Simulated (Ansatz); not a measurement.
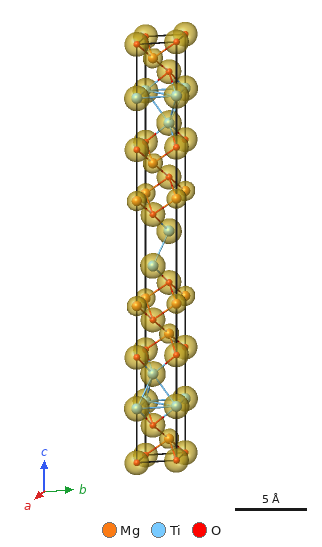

The picture shows: Mg2Ti2O3. Isosurface of the valence pseudo-density at 0.6 e/Å³ (yellow), seen slightly off an axis. Sticks mark near contacts.

Space group R-3m; a generated structure, not necessarily the stable one; computed without spin polarisation.

These are results of Ansatz 0.2.0, DFT PBE, scalar-relativistic, plane waves, PAW, not measurements.

In a PAW calculation such maps are meaningful between the atoms, not at the nuclei.

> How is the density connected at this value?

At this value the density breaks into separate islands; it holds about 80 % of the electrons treated as valence (semicore included). It bridges none of the near contacts. It is pinched off along the sampled Mg–O (2.09 Å), Ti–O (2.22 Å), Ti–Ti (2.84 Å) and Ti–Ti (2.94 Å) contacts. On the grid the lowest density along these lines, outside the cores, is 0.29 e/Å³ (Mg–O, 2.09 Å), 0.36 e/Å³ (Ti–O, 2.22 Å), 0.22 e/Å³ (Ti–Ti, 2.84 Å) and 0.18 e/Å³ (Ti–Ti, 2.94 Å).

> Which way does charge flow, and how much by Bader's partition?

Electrons move from Mg and Ti towards O. Bader charges: Mg +1.72, Ti +0.70 and O −1.71 to −1.56 e.
